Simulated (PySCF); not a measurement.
# [Pr(H2O)3]3+: how settings move a single point

Aim: repeat the single point on relaxed [Pr(H2O)3]3+ with altered settings, some of them bad on purpose. The structure is generated, not taken from experiment.

Computed with PySCF 2.14.0. Level: PBE, Pr lcecp-1-SVP with ECP48, O def2-SVP, H def2-SVP; scalar-relativistic core potentials, no spin–orbit coupling.

2 further runs of the same task are left out: 2 for a known fault of the program.

### Step 1. The system as given

10 atoms, charge 3, spin multiplicity 1.

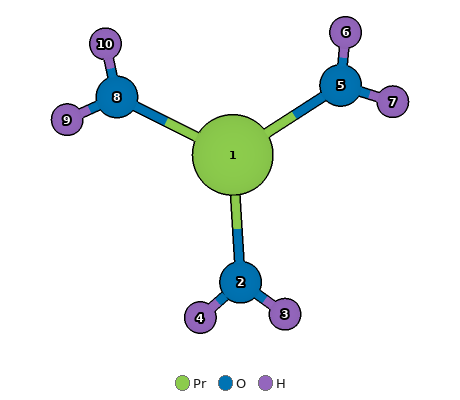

The geometry (praseodymium green, oxygen blue, hydrogen purple); atoms are numbered from 1 in the order of the file.

Coordinates:

```xyz
10

Pr    0.00000    0.00000    0.00000
O     2.36333   -0.00001    0.00000
H     2.98696    0.77688    0.05555
H     2.98695   -0.77691   -0.05555
O    -1.18165    2.04671    0.00000
H    -2.16628    2.19834    0.05555
H    -0.82065    2.97524   -0.05555
O    -1.18167   -2.04670    0.00000
H    -0.82068   -2.97523    0.05555
H    -2.16630   -2.19832   -0.05555
```

Formal oxidation states: Pr +3. Each metal's 2 4f electrons lie in its core potential, so multiplicities, spins and levels count the valence alone. An earlier session relaxed this geometry at PBE, Pr lcecp-1-SVP with ECP48, O def2-SVP, H def2-SVP (singlet, point group D3).

The sound run used a (50, 194) grid (finer on f atoms), a threshold of 1e-8 and at most 55 cycles, and ended at -260.697734 Eh.

### Step 2. Altered run 1

File run.py (the lines that set the calculation):

```python
mol = gto.M(atom='''
Pr     0.00000     0.00000     0.00000
O      2.36333    -0.00001     0.00000
H      2.98696     0.77688     0.05555
H      2.98695    -0.77691    -0.05555
O     -1.18165     2.04671     0.00000
H     -2.16628     2.19834     0.05555
H     -0.82065     2.97524    -0.05555
O     -1.18167    -2.04670     0.00000
H     -0.82068    -2.97523     0.05555
H     -2.16630    -2.19832    -0.05555''',
    basis={'Pr': 'lcecp-1-SVP', 'O': 'def2-SVP', 'H': 'def2-SVP'},
    ecp={'Pr': 'lcecp-1-SVP'},
    charge=3, spin=0)
mf = dft.RKS(mol, xc='PBE')
mf.grids.atom_grid = (30, 86)  # f atoms: unpruned
mf = mf.density_fit()  # fitting sets: Pr AutoAux, O def2-universal-JKFIT, H def2-universal-JKFIT
mf.conv_tol = 1e-08; mf.max_cycle = 55
mf.kernel(dm0)  # dm0: free metal ions and neutral atoms
```

Started as:

```console
> OMP_NUM_THREADS=2 python run.py
```

Standard output:

```text
init E= -251.905282498663
  HOMO = -1.29619093769991  LUMO = -0.703915895957903  gap/eV = 16.11662
cycle= 1 E= -258.378901697638  delta_E= -6.47  |g|=  3.5  |ddm|= 3.11
  HOMO = -0.615994459323371  LUMO = -0.488862048523191  gap/eV = 3.45945
cycle= 2 E= -243.810597294603  delta_E= 14.6  |g|= 6.44  |ddm|= 8.12
  HOMO = -0.930723407148312  LUMO = -0.529837486990854  gap/eV = 10.90866
cycle= 3 E= -260.38344256329  delta_E= -16.6  |g|= 0.998  |ddm|= 7.87
  HOMO = -0.880817285259446  LUMO = -0.663881202523656  gap/eV = 5.90313
cycle= 4 E= -260.667512667316  delta_E= -0.284  |g|= 0.388  |ddm|=  1.7
  HOMO = -0.843150364084198  LUMO = -0.634301758830211  gap/eV = 5.68306
cycle= 5 E= -260.69534304019  delta_E= -0.0278  |g|= 0.0749  |ddm|= 0.286
  HOMO = -0.840838631929326  LUMO = -0.638278899148122  gap/eV = 5.51193
cycle= 6 E= -260.696484281663  delta_E= -0.00114  |g|= 0.015  |ddm|= 0.0472
  HOMO = -0.840546779800393  LUMO = -0.63950184775228  gap/eV = 5.47071
cycle= 7 E= -260.696528631286  delta_E= -4.43e-05  |g|= 0.00281  |ddm|= 0.0137
  HOMO = -0.840291371533296  LUMO = -0.639306685666079  gap/eV = 5.46907
cycle= 8 E= -260.696529744502  delta_E= -1.11e-06  |g|= 0.00131  |ddm|= 0.00201
  HOMO = -0.84026825992065  LUMO = -0.639311856838911  gap/eV = 5.46830
cycle= 9 E= -260.696530067364  delta_E= -3.23e-07  |g|= 0.000219  |ddm|= 0.000873
  HOMO = -0.840262140905767  LUMO = -0.63933147244488  gap/eV = 5.46760
cycle= 10 E= -260.696530079749  delta_E= -1.24e-08  |g|= 1.14e-05  |ddm|= 0.000222
  HOMO = -0.840262439665161  LUMO = -0.639332072878663  gap/eV = 5.46759
cycle= 11 E= -260.696530079777  delta_E= -2.85e-11  |g|= 3.95e-06  |ddm|= 1.73e-05
  HOMO = -0.840262799971835  LUMO = -0.639332006137914  gap/eV = 5.46761
Extra cycle  E= -260.696530079778  delta_E= -3.41e-13  |g|= 4.32e-06  |ddm|= 8.55e-06
converged SCF energy = -260.696530079778
```

Wall time 3.4 s (2 threads of Intel Xeon 6975P-C (Granite Rapids), shared host).

Changed: the integration grid, to (30, 86). It converges in 11 cycles, +0.033 eV from the sound run, with a largest force component of 0.06 eV/Å. The setting is unsound, so these numbers aren't the compound's.

### Step 3. Altered run 2

Changes to run.py (the lines that set the calculation) since step 2:

```diff
@@ -15,5 +15,5 @@
 mf = dft.RKS(mol, xc='PBE')
-mf.grids.atom_grid = (30, 86)  # f atoms: unpruned
+mf.grids.atom_grid = (50, 194)  # f atoms: unpruned, at least (60, 302)
 mf = mf.density_fit()  # fitting sets: Pr AutoAux, O def2-universal-JKFIT, H def2-universal-JKFIT
-mf.conv_tol = 1e-08; mf.max_cycle = 55
+mf.conv_tol = 1e-05; mf.max_cycle = 55
 mf.kernel(dm0)  # dm0: free metal ions and neutral atoms
```

Started as:

```console
> OMP_NUM_THREADS=2 python run.py
```

Standard output:

```text
init E= -251.906148327853
  HOMO = -1.29687417790732  LUMO = -0.703908775973142  gap/eV = 16.13541
cycle= 1 E= -258.377804196897  delta_E= -6.47  |g|=  3.5  |ddm|= 3.11
  HOMO = -0.615886322004069  LUMO = -0.488739981585561  gap/eV = 3.45983
cycle= 2 E= -243.798988158839  delta_E= 14.6  |g|= 6.44  |ddm|= 8.12
  HOMO = -0.931127353154973  LUMO = -0.529847828378421  gap/eV = 10.91937
cycle= 3 E= -260.384032417773  delta_E= -16.6  |g|=    1  |ddm|= 7.87
  HOMO = -0.88111713457599  LUMO = -0.663853815671532  gap/eV = 5.91204
cycle= 4 E= -260.668613850523  delta_E= -0.285  |g|= 0.389  |ddm|=  1.7
  HOMO = -0.843327377857151  LUMO = -0.634302007901604  gap/eV = 5.68787
cycle= 5 E= -260.696541141035  delta_E= -0.0279  |g|= 0.0751  |ddm|= 0.286
  HOMO = -0.841009822933465  LUMO = -0.638298195361408  gap/eV = 5.51606
cycle= 6 E= -260.697688054151  delta_E= -0.00115  |g|= 0.0151  |ddm|= 0.0473
  HOMO = -0.840721402624162  LUMO = -0.639518431895146  gap/eV = 5.47501
cycle= 7 E= -260.697732794747  delta_E= -4.47e-05  |g|= 0.00276  |ddm|= 0.0137
  HOMO = -0.84044485796593  LUMO = -0.63931590940596  gap/eV = 5.47300
cycle= 8 E= -260.697734124386  delta_E= -1.33e-06  |g|= 0.000536  |ddm|= 0.00173
  HOMO = -0.840382376164091  LUMO = -0.639382117308364  gap/eV = 5.46950
Extra cycle  E= -260.69773392234  delta_E= 2.02e-07  |g|= 0.00115  |ddm|= 0.00121
converged SCF energy = -260.69773392234
```

Run time: 4.5 s. Hardware: 2 threads of Intel Xeon 6975P-C (Granite Rapids), shared host.

Changed: the SCF threshold (1e-05). It converges in 8 cycles, at the sound run's energy within 0.001 eV, with a largest force component of 0.01 eV/Å. The result survives the change.

### Step 4. Altered run 3

Changes to run.py (the lines that set the calculation) since step 3:

```diff
@@ -10,3 +10,3 @@
 H     -0.82068    -2.97523     0.05555
-H     -2.16630    -2.19832    -0.05555''',
+H     -0.56143    -0.56973    -0.01440''',
     basis={'Pr': 'lcecp-1-SVP', 'O': 'def2-SVP', 'H': 'def2-SVP'},
@@ -17,3 +17,3 @@
 mf = mf.density_fit()  # fitting sets: Pr AutoAux, O def2-universal-JKFIT, H def2-universal-JKFIT
-mf.conv_tol = 1e-05; mf.max_cycle = 55
+mf.conv_tol = 1e-08; mf.max_cycle = 91
 mf.kernel(dm0)  # dm0: free metal ions and neutral atoms
```

Started as:

```console
> OMP_NUM_THREADS=2 python run.py
```

Standard output:

```text
init E= -250.762399543651
  HOMO = -1.26227373156995  LUMO = -0.892268396710882  gap/eV = 10.06836
cycle= 1 E= -256.32573061793  delta_E= -5.56  |g|= 3.62  |ddm|= 4.17
  HOMO = -0.610878555025664  LUMO = -0.578091326391728  gap/eV = 0.89219
cycle= 2 E= -238.622011173556  delta_E= 17.7  |g|= 6.33  |ddm|= 10.3
  HOMO = -0.895803698795482  LUMO = -0.56419326830876  gap/eV = 9.02358
cycle= 3 E= -258.240060642885  delta_E= -19.6  |g|=  1.5  |ddm|= 10.3
  HOMO = -0.808962751909693  LUMO = -0.786078718980946  gap/eV = 0.62271
cycle= 4 E= -255.481023412733  delta_E= 2.76  |g|= 2.78  |ddm|= 5.11
  HOMO = -0.843069873280014  LUMO = -0.830430814228357  gap/eV = 0.34393
cycle= 5 E= -258.601853796012  delta_E= -3.12  |g|= 1.28  |ddm|= 4.56
  HOMO = -0.877318344424308  LUMO = -0.794001278507348  gap/eV = 2.26717
cycle= 6 E= -258.920910207205  delta_E= -0.319  |g|= 0.611  |ddm|= 0.881
  HOMO = -0.842972695197329  LUMO = -0.820641736514713  gap/eV = 0.60766
cycle= 7 E= -259.03085743666  delta_E= -0.11  |g|= 0.152  |ddm|= 1.21
  HOMO = -0.840209432847991  LUMO = -0.810842330651958  gap/eV = 0.79912
cycle= 8 E= -259.032035993524  delta_E= -0.00118  |g|= 0.166  |ddm|= 0.583
  HOMO = -0.839847217409654  LUMO = -0.809957179094532  gap/eV = 0.81335
cycle= 9 E= -259.034296913449  delta_E= -0.00226  |g|= 0.13  |ddm|= 0.0855
  HOMO = -0.839744412175145  LUMO = -0.81030701038134  gap/eV = 0.80103
cycle= 10 E= -259.035932785935  delta_E= -0.00164  |g|= 0.107  |ddm|= 0.0476
  HOMO = -0.839580747517854  LUMO = -0.810511554459076  gap/eV = 0.79101
cycle= 11 E= -259.036338238629  delta_E= -0.000405  |g|=  0.1  |ddm|= 0.0113
  HOMO = -0.837664084943008  LUMO = -0.810971605208607  gap/eV = 0.72634
cycle= 12 E= -259.038395293574  delta_E= -0.00206  |g|= 0.0536  |ddm|= 0.07
  HOMO = -0.8356928667633  LUMO = -0.811090802882493  gap/eV = 0.66946
cycle= 13 E= -259.039214271202  delta_E= -0.000819  |g|= 0.00193  |ddm|= 0.0864
  HOMO = -0.835986348496663  LUMO = -0.811237185534814  gap/eV = 0.67346
cycle= 14 E= -259.039215267536  delta_E= -9.96e-07  |g|= 0.000343  |ddm|= 0.0026
  HOMO = -0.835964846748237  LUMO = -0.811231687840724  gap/eV = 0.67302
cycle= 15 E= -259.039215273344  delta_E= -5.81e-09  |g|= 0.000307  |ddm|= 0.000813
  HOMO = -0.835968352942367  LUMO = -0.811229160945  gap/eV = 0.67319
cycle= 16 E= -259.039215298449  delta_E= -2.51e-08  |g|= 8.51e-05  |ddm|= 0.000393
  HOMO = -0.83596957357214  LUMO = -0.811227661262016  gap/eV = 0.67326
cycle= 17 E= -259.039215300426  delta_E= -1.98e-09  |g|= 8.16e-06  |ddm|= 0.00011
  HOMO = -0.835973021068077  LUMO = -0.811227918778254  gap/eV = 0.67335
Extra cycle  E= -259.039215298677  delta_E= 1.75e-09  |g|= 8.12e-05  |ddm|= 0.000131
converged SCF energy = -259.039215298677
```

It took 6.4 s on 2 threads of Intel Xeon 6975P-C (Granite Rapids), shared host.

Changed: one atom's place (atom 10 put 0.8 Å from the metal); the cycle limit is 91. It converges in 17 cycles, +45.131 eV from the sound run, with a largest force component of 117.40 eV/Å. The setting is unsound, so these numbers aren't the compound's.

### Step 5. Altered run 4

File run.py (the lines that set the calculation):

```python
mol = gto.M(atom='''
Pr     0.00000     0.00000     0.00000
O      2.64693    -0.00001     0.00000
H      3.34540     0.87011     0.06221
H      3.34539    -0.87014    -0.06221
O     -1.32345     2.29231     0.00000
H     -2.42624     2.46214     0.06221
H     -0.91913     3.33226    -0.06221
O     -1.32348    -2.29230     0.00000
H     -0.91916    -3.33225     0.06221
H     -2.42626    -2.46212    -0.06221''',
    basis={'Pr': 'lcecp-1-SVP', 'O': 'def2-SVP', 'H': 'def2-SVP'},
    ecp={'Pr': 'lcecp-1-SVP'},
    charge=3, spin=0)
mf = dft.RKS(mol, xc='PBE')
mf.grids.atom_grid = (50, 194)  # f atoms: unpruned, at least (60, 302)
mf = mf.density_fit()  # fitting sets: Pr AutoAux, O def2-universal-JKFIT, H def2-universal-JKFIT
mf.conv_tol = 1e-08; mf.max_cycle = 55
mf.kernel(dm0)  # dm0: free metal ions and neutral atoms
```

Started as:

```console
> OMP_NUM_THREADS=2 python run.py
```

Standard output:

```text
init E= -251.620243393007
  HOMO = -1.22253473242069  LUMO = -0.672127826903106  gap/eV = 14.97733
cycle= 1 E= -257.951786693572  delta_E= -6.33  |g|= 3.63  |ddm|=  2.9
  HOMO = -0.592071356953529  LUMO = -0.47521228284244  gap/eV = 3.17990
cycle= 2 E= -238.10570511589  delta_E= 19.8  |g|= 6.28  |ddm|= 8.94
  HOMO = -0.900903827993682  LUMO = -0.563839780547503  gap/eV = 9.17198
cycle= 3 E= -260.052602392807  delta_E= -21.9  |g|= 1.42  |ddm|= 8.88
  HOMO = -0.848456437891497  LUMO = -0.650906529695931  gap/eV = 5.37561
cycle= 4 E= -260.480173940031  delta_E= -0.428  |g|= 0.804  |ddm|= 1.79
  HOMO = -0.784694752318565  LUMO = -0.640859915917387  gap/eV = 3.91395
cycle= 5 E= -260.605779919102  delta_E= -0.126  |g|= 0.185  |ddm|= 0.438
  HOMO = -0.778030331255419  LUMO = -0.647931792171607  gap/eV = 3.54016
cycle= 6 E= -260.612555277883  delta_E= -0.00678  |g|= 0.037  |ddm|= 0.119
  HOMO = -0.776634126378556  LUMO = -0.647169074375607  gap/eV = 3.52292
cycle= 7 E= -260.612797731744  delta_E= -0.000242  |g|= 0.009  |ddm|= 0.0212
  HOMO = -0.775864791882167  LUMO = -0.647218619873622  gap/eV = 3.50064
cycle= 8 E= -260.612815001398  delta_E= -1.73e-05  |g|= 0.000599  |ddm|= 0.00694
  HOMO = -0.775882601290295  LUMO = -0.647208227468941  gap/eV = 3.50141
cycle= 9 E= -260.61281502302  delta_E= -2.16e-08  |g|= 0.000512  |ddm|= 0.00069
  HOMO = -0.775895173966994  LUMO = -0.647203227344639  gap/eV = 3.50189
cycle= 10 E= -260.612815077167  delta_E= -5.41e-08  |g|= 1.15e-05  |ddm|= 0.000361
  HOMO = -0.775895745813884  LUMO = -0.647206340679818  gap/eV = 3.50182
cycle= 11 E= -260.612815077204  delta_E= -3.73e-11  |g|= 2.74e-06  |ddm|= 1.74e-05
  HOMO = -0.775896258779388  LUMO = -0.647205347216928  gap/eV = 3.50186
Extra cycle  E= -260.612815077192  delta_E= 1.17e-11  |g|= 7.58e-06  |ddm|= 1.16e-05
converged SCF energy = -260.612815077192
```

Run time: 4.6 s. Hardware: 2 threads of Intel Xeon 6975P-C (Granite Rapids), shared host.

Changed: the scale of all coordinates (1.12). It converges in 11 cycles, +2.311 eV from the sound run, with a largest force component of 3.57 eV/Å. The setting is unsound, so these numbers aren't the compound's.

### Step 6. Altered run 5

File run.py (the lines that set the calculation):

```python
mol = gto.M(atom='''
Pr     0.00000     0.00000     0.00000
O      2.36333    -0.00001     0.00000
H      2.98696     0.77688     0.05555
H      2.98695    -0.77691    -0.05555
O     -1.18165     2.04671     0.00000
H     -2.16628     2.19834     0.05555
H     -0.82065     2.97524    -0.05555
O     -1.18167    -2.04670     0.00000
H     -0.82068    -2.97523     0.05555
H     -2.16630    -2.19832    -0.05555''',
    basis={'Pr': 'lcecp-1-SVP', 'O': 'def2-SVP', 'H': 'def2-SVP'},
    ecp={'Pr': 'lcecp-1-SVP'},
    charge=3, spin=0)
mf = dft.RKS(mol, xc='PBE')
mf.grids.atom_grid = (10, 14)  # f atoms: unpruned
mf = mf.density_fit()  # fitting sets: Pr AutoAux, O def2-universal-JKFIT, H def2-universal-JKFIT
mf.conv_tol = 1e-08; mf.max_cycle = 55
mf.kernel(dm0)  # dm0: free metal ions and neutral atoms
```

Started as:

```console
> OMP_NUM_THREADS=2 python run.py
```

Standard output:

```text
init E= -251.999024321914
  HOMO = -1.28947745919068  LUMO = -0.720718597042312  gap/eV = 15.47672
cycle= 1 E= -258.531259198275  delta_E= -6.53  |g|= 3.57  |ddm|=  3.2
  HOMO = -0.642051026552887  LUMO = -0.622525675886443  gap/eV = 0.53131
cycle= 2 E= -242.529087259694  delta_E=   16  |g|= 6.69  |ddm|= 6.65
  HOMO = -0.797204001045472  LUMO = -0.537043387815204  gap/eV = 7.07933
cycle= 3 E= -260.567732444562  delta_E=  -18  |g|= 1.07  |ddm|= 6.22
  HOMO = -0.867955985784898  LUMO = -0.699900639626584  gap/eV = 4.57302
cycle= 4 E= -260.899446062334  delta_E= -0.332  |g|=  0.5  |ddm|= 1.96
  HOMO = -0.744870803075418  LUMO = -0.659326879613237  gap/eV = 2.32777
cycle= 5 E= -260.898053321229  delta_E= 0.00139  |g|= 0.495  |ddm|= 0.593
  HOMO = -0.79635579526094  LUMO = -0.650028419243885  gap/eV = 3.98177
cycle= 6 E= -260.947137321619  delta_E= -0.0491  |g|= 0.0489  |ddm|= 0.378
  HOMO = -0.789996955511899  LUMO = -0.652279342831893  gap/eV = 3.74749
cycle= 7 E= -260.947681035882  delta_E= -0.000544  |g|= 0.00603  |ddm|= 0.041
  HOMO = -0.789811693940738  LUMO = -0.652684051817328  gap/eV = 3.73143
cycle= 8 E= -260.947688525546  delta_E= -7.49e-06  |g|= 0.00171  |ddm|= 0.0071
  HOMO = -0.789887963815953  LUMO = -0.652606477911874  gap/eV = 3.73562
cycle= 9 E= -260.947689102832  delta_E= -5.77e-07  |g|= 0.000563  |ddm|= 0.00179
  HOMO = -0.78985740426614  LUMO = -0.652561406939636  gap/eV = 3.73601
cycle= 10 E= -260.947689175586  delta_E= -7.28e-08  |g|= 5.5e-05  |ddm|= 0.000501
  HOMO = -0.78985446678956  LUMO = -0.652569825567991  gap/eV = 3.73571
cycle= 11 E= -260.947689176458  delta_E= -8.73e-10  |g|= 8.48e-06  |ddm|= 7.1e-05
  HOMO = -0.789853733655342  LUMO = -0.652568746777593  gap/eV = 3.73571
Extra cycle  E= -260.947689176402  delta_E= 5.68e-11  |g|= 1.89e-05  |ddm|= 2.08e-05
converged SCF energy = -260.947689176402
```

It took 2.8 s on 2 threads of Intel Xeon 6975P-C (Granite Rapids), shared host.

Changed: the integration grid, to (10, 14). It converges in 11 cycles, -6.802 eV from the sound run, with a largest force component of 55.42 eV/Å. The setting is unsound, so these numbers aren't the compound's.

### Step 7. Results

| run | changed | ending | energy change (eV) | cycles | time | usable |
| --- | --- | --- | --- | --- | --- | --- |
| 1 | the integration grid | converged | +0.033 | 11 | 3.4 s | no |
| 2 | the SCF threshold | converged | 0.000 | 8 | 4.5 s | yes |
| 3 | one atom's place | converged | +45.131 | 17 | 6.4 s | no |
| 4 | the scale of all coordinates | converged | +2.311 | 11 | 4.6 s | no |
| 5 | the integration grid | converged | -6.802 | 11 | 2.8 s | no |

1 of 5 altered runs gives a usable result. 4 ended normally with numbers unfit to quote.
